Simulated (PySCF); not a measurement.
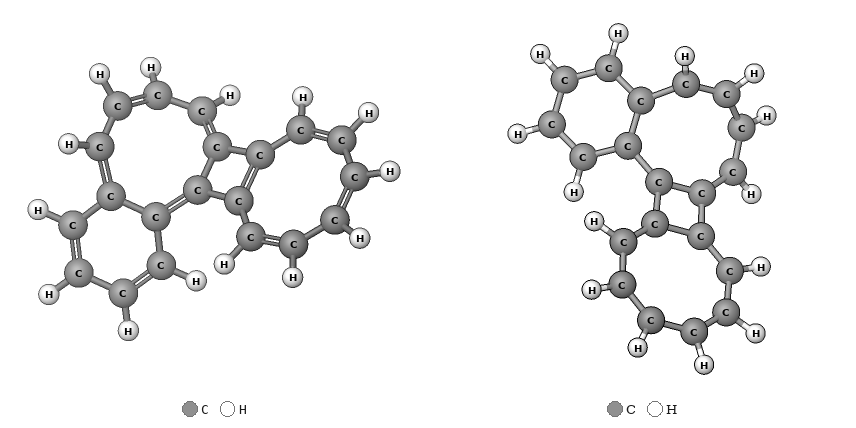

Two views of one molecule.

The computed structure is the end point of a GFN2-xTB optimisation. No frequency run is at hand to confirm it as a minimum.

Describe the molecule.

It has 34 atoms: 20 carbon and 14 hydrogen (C20H14). Its SMILES string is `c1cccc2c(cc1)c1ccccc3ccccc3c21`. Independent rings (smallest set): 1 of 4 members, 1 of 6 members, 2 of 8 members, 4 of them aromatic. This geometry has C1 symmetry.

The parts below concern this one geometry. Atoms keep their numbers from picture to picture.

### Shape

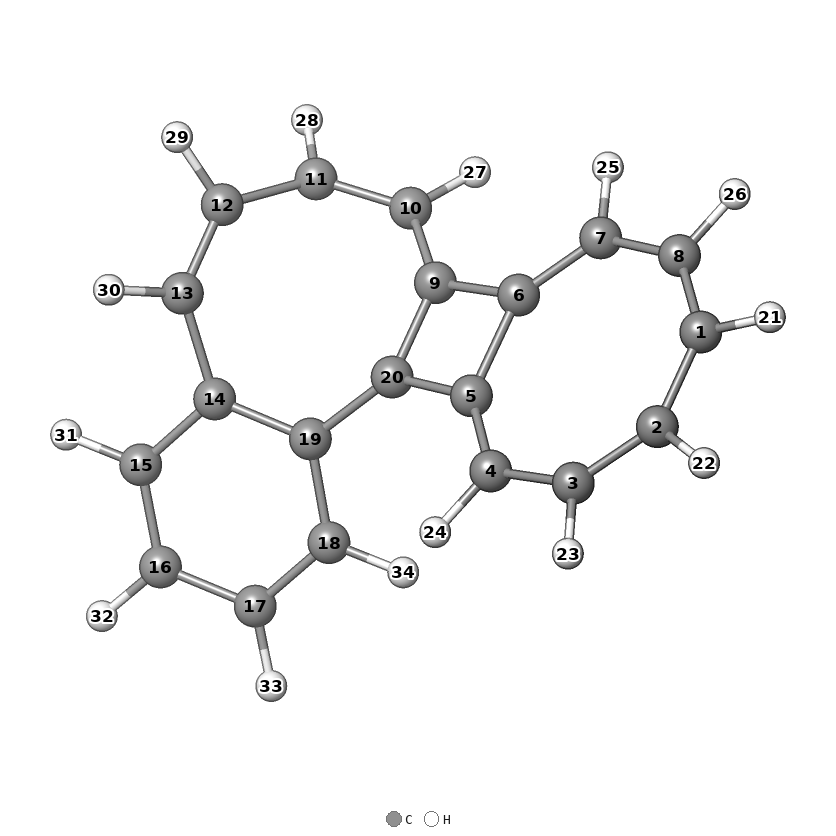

Numbered structure. No frequency run is at hand to confirm it as a minimum.

List the bonds and their lengths. Leave out bonds to hydrogen.

```json
{"bond": "C1–C2", "length (Å)": "1.421", "order": "aromatic"}
{"bond": "C1–C8", "length (Å)": "1.366", "order": "aromatic"}
{"bond": "C2–C3", "length (Å)": "1.367", "order": "aromatic"}
{"bond": "C3–C4", "length (Å)": "1.416", "order": "aromatic"}
{"bond": "C4–C5", "length (Å)": "1.350", "order": "aromatic"}
{"bond": "C5–C6", "length (Å)": "1.520", "order": "aromatic"}
{"bond": "C5–C20", "length (Å)": "1.428", "order": "aromatic"}
{"bond": "C6–C7", "length (Å)": "1.347", "order": "aromatic"}
{"bond": "C6–C9", "length (Å)": "1.429", "order": "aromatic"}
{"bond": "C7–C8", "length (Å)": "1.417", "order": "aromatic"}
{"bond": "C9–C10", "length (Å)": "1.429", "order": "aromatic"}
{"bond": "C9–C20", "length (Å)": "1.415", "order": "aromatic"}
{"bond": "C10–C11", "length (Å)": "1.340", "order": "aromatic"}
{"bond": "C11–C12", "length (Å)": "1.456", "order": "aromatic"}
{"bond": "C12–C13", "length (Å)": "1.333", "order": "aromatic"}
{"bond": "C13–C14", "length (Å)": "1.471", "order": "aromatic"}
{"bond": "C14–C15", "length (Å)": "1.393", "order": "aromatic"}
{"bond": "C14–C19", "length (Å)": "1.402", "order": "aromatic"}
{"bond": "C15–C16", "length (Å)": "1.383", "order": "aromatic"}
{"bond": "C16–C17", "length (Å)": "1.385", "order": "aromatic"}
{"bond": "C17–C18", "length (Å)": "1.381", "order": "aromatic"}
{"bond": "C18–C19", "length (Å)": "1.397", "order": "aromatic"}
{"bond": "C19–C20", "length (Å)": "1.446", "order": "aromatic"}
```

### Dipole moment

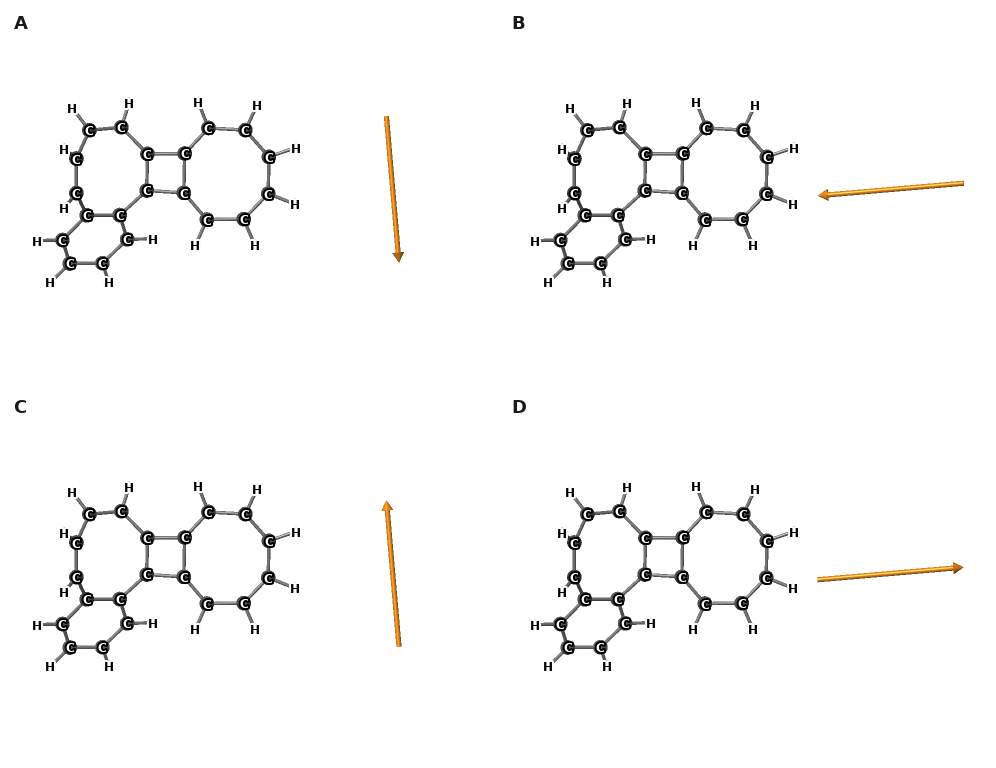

The same molecule four times, each with an arrow. No frequency run is at hand to confirm it as a minimum. Method: CAM-B3LYP/6-31G*, gas phase (PySCF 2.14.0).

**Which arrow points along the dipole moment, from the negative to the positive end?**

B. The dipole moment is 2.22 D.

### NMR shielding

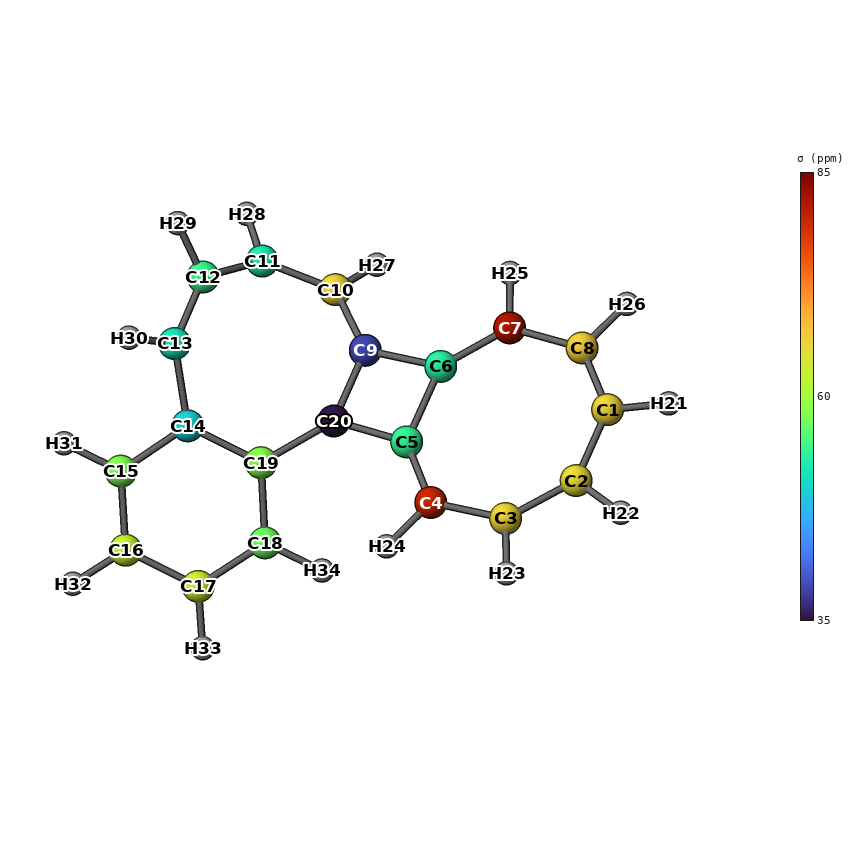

Atoms are coloured by their isotropic NMR shieldings (C only, the others grey). No frequency run is at hand to confirm it as a minimum. Properties computed with GIAO KT3/pcSseg-1 NMR shielding, non-relativistic, gas phase (PySCF 2.14.0).

**Which C atom is the most shielded (lowest chemical shift)?**

C7 (81.5 ppm).

**Which C atom is the least shielded (highest chemical shift)?**

C20 (35.4 ppm).

**How wide is the range of C shifts?**

46.1 ppm.

Give the isotropic NMR shieldings of the C atoms atom by atom.

| atom | σ (ppm) |
| --- | --- |
| C1 | 65.9 |
| C2 | 65.3 |
| C3 | 66.0 |
| C4 | 79.7 |
| C5 | 54.0 |
| C6 | 53.3 |
| C7 | 81.5 |
| C8 | 66.6 |
| C9 | 38.8 |
| C10 | 65.9 |
| C11 | 52.5 |
| C12 | 54.5 |
| C13 | 51.8 |
| C14 | 49.5 |
| C15 | 58.0 |
| C16 | 62.5 |
| C17 | 63.0 |
| C18 | 56.9 |
| C19 | 58.3 |
| C20 | 35.4 |

### Charges

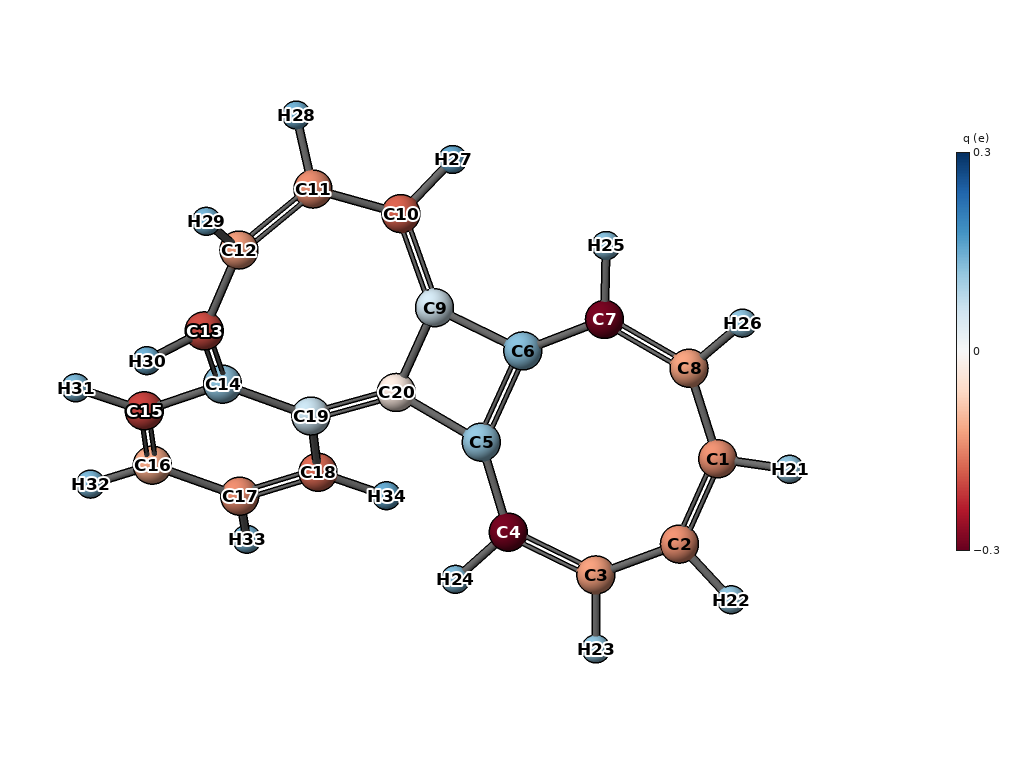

Atoms are coloured by their Mulliken charges. No frequency run is at hand to confirm it as a minimum. Properties computed with CAM-B3LYP/6-31G*, gas phase (PySCF 2.14.0).

List the Mulliken charges.

```json
{"atom": "C1", "value (e)": "−0.14"}
{"atom": "C2", "value (e)": "−0.14"}
{"atom": "C3", "value (e)": "−0.13"}
{"atom": "C4", "value (e)": "−0.29"}
{"atom": "C5", "value (e)": "0.12"}
{"atom": "C6", "value (e)": "0.13"}
{"atom": "C7", "value (e)": "−0.28"}
{"atom": "C8", "value (e)": "−0.12"}
{"atom": "C9", "value (e)": "0.06"}
{"atom": "C10", "value (e)": "−0.18"}
{"atom": "C11", "value (e)": "−0.14"}
{"atom": "C12", "value (e)": "−0.13"}
{"atom": "C13", "value (e)": "−0.20"}
{"atom": "C14", "value (e)": "0.12"}
{"atom": "C15", "value (e)": "−0.20"}
{"atom": "C16", "value (e)": "−0.12"}
{"atom": "C17", "value (e)": "−0.14"}
{"atom": "C18", "value (e)": "−0.17"}
{"atom": "C19", "value (e)": "0.07"}
{"atom": "C20", "value (e)": "−0.03"}
{"atom": "H21", "value (e)": "0.12"}
{"atom": "H22", "value (e)": "0.12"}
{"atom": "H23", "value (e)": "0.12"}
{"atom": "H24", "value (e)": "0.13"}
{"atom": "H25", "value (e)": "0.13"}
{"atom": "H26", "value (e)": "0.12"}
{"atom": "H27", "value (e)": "0.15"}
{"atom": "H28", "value (e)": "0.14"}
{"atom": "H29", "value (e)": "0.14"}
{"atom": "H30", "value (e)": "0.15"}
{"atom": "H31", "value (e)": "0.14"}
{"atom": "H32", "value (e)": "0.14"}
{"atom": "H33", "value (e)": "0.14"}
{"atom": "H34", "value (e)": "0.15"}
```

Mulliken values depend strongly on the basis set and can even reverse the polarity of a bond.
